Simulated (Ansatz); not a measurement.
The reference is MgSe in the rock salt structure (space group Fm-3m, No. 225; a = 5.3913 Å). Axes: x, y, z lie along the cube axes.

Now apply this change: tensile biaxial strain of 0.83 % in the plane normal to [111], as in epitaxy on a mismatched substrate; the out-of-plane cell vector and the atoms relax.

Computed with LDA (Ansatz, a program for electronic structure, PAW, spin-orbit coupling left out).

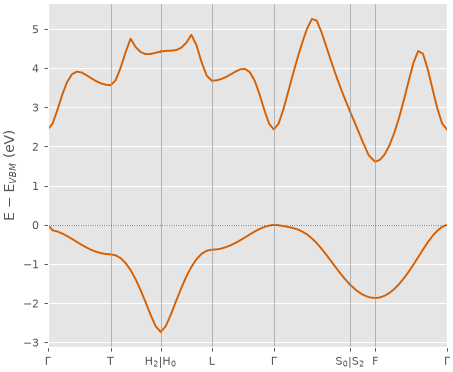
*Highest valence and lowest conduction band along the path of the changed cell's own zone*

The gap is 1.61 eV, indirect, Γ → F; the base has 1.72 eV.

Stability against distortions was not tested. k-point labels follow each cell's own Brillouin zone.
